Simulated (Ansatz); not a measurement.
```yaml
atoms:
  - { symbol: F, position_ang: [0.1889, 1.7766, -1.0104] }
  - { symbol: F, position_ang: [-1.1151, 0.7473, -2.7764] }
  - { symbol: Mo, position_ang: [-1.3366, 0.7070, -0.9250] }
  - { symbol: O, position_ang: [-1.7008, 1.6137, 0.6406] }
  - { symbol: O, position_ang: [-3.1308, 0.4853, -1.2963] }
  - { symbol: S, position_ang: [-0.6209, -1.1693, -0.3604] }
  - { symbol: H, position_ang: [-1.1797, 2.2570, 1.1353] }
  - { symbol: H, position_ang: [-3.5912, 0.3514, -2.1330] }
```

Geometry: PBE0-D4/def2-SVP; core potentials replace the inner electrons of Mo.

Computed with isolated molecule in a Gaussian basis; Kohn-Sham density functional theory, functional PBE0 in Ansatz 0.2.0.

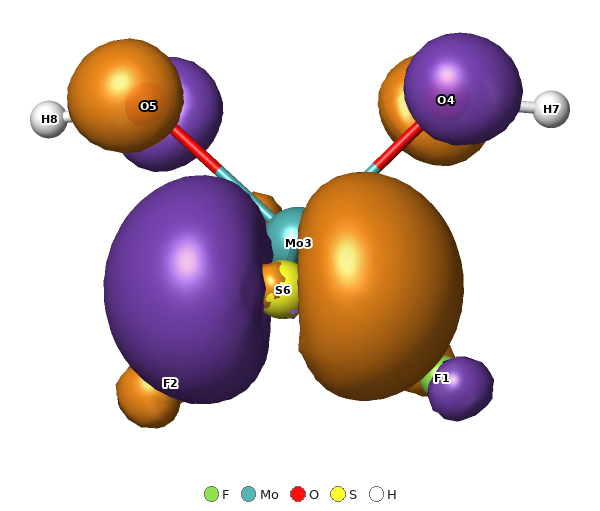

F₂H₂MoO₂S (SMILES [OH][Mo]([OH])([F])([F])=[S]). The HOMO at ±0.15 Å⁻³ᐟ² (orange and purple are the two phases), seen at a tilt.

Q: What is the character of this orbital?

A: Its weight (Hirshfeld) is mainly on S6 (about 65 %), Mo3 (about 15 %), O5 (about 10 %) and O4 (about 10 %). Its energy is −8.55 eV.
